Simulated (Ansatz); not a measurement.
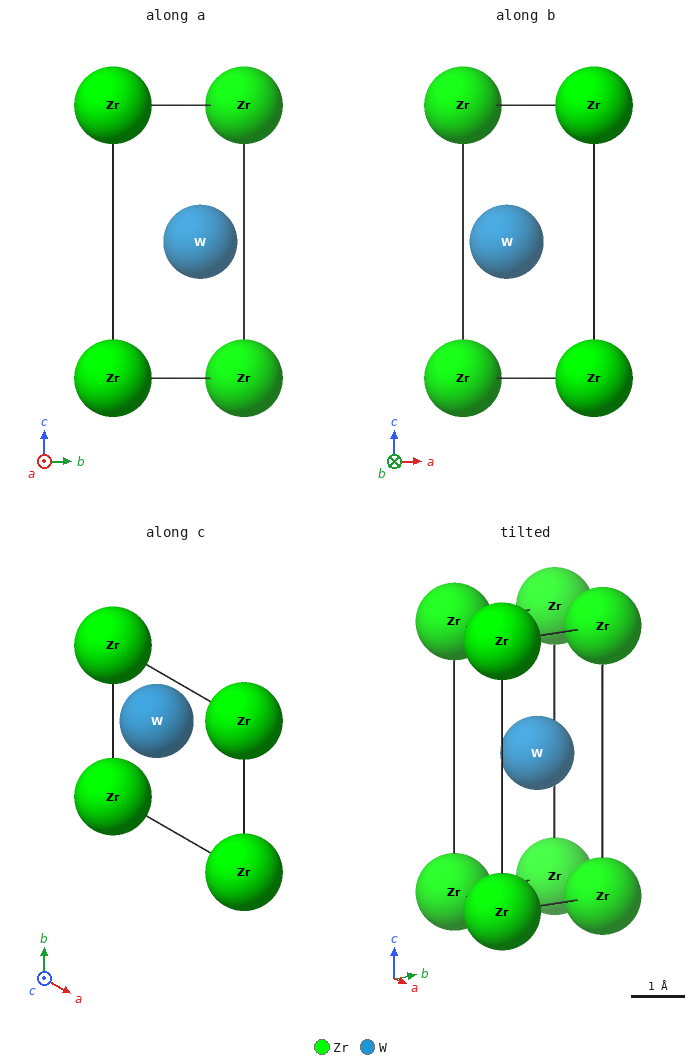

Structure drawing (spheres-only), viewed along the a axis, along the b axis, along the c axis and slightly off an axis. One conventional unit cell is outlined, and atoms on its boundary appear in each equivalent place.

Lattice parameters: a = 2.901 Å, b = 2.901 Å, c = 5.233 Å, α = 90.00°, β = 90.00°, γ = 120.00°. Put a along x and b in the xy plane.

### Reconstruct the structure as a POSCAR file.

```
Zr W
1.0
     2.901    0.000    0.000
    -1.451    2.512    0.000
     0.000    0.000    5.233
Zr W
1 1
Direct
  0.0000 0.0000 0.0000
  0.3333 0.6667 0.5000
```

Provenance: a structure type filled with these elements by a generator (whether the compound takes this form wasn't checked). Earlier steps of the study may have refined or changed the cell and positions. It went into a calculation with Ansatz.
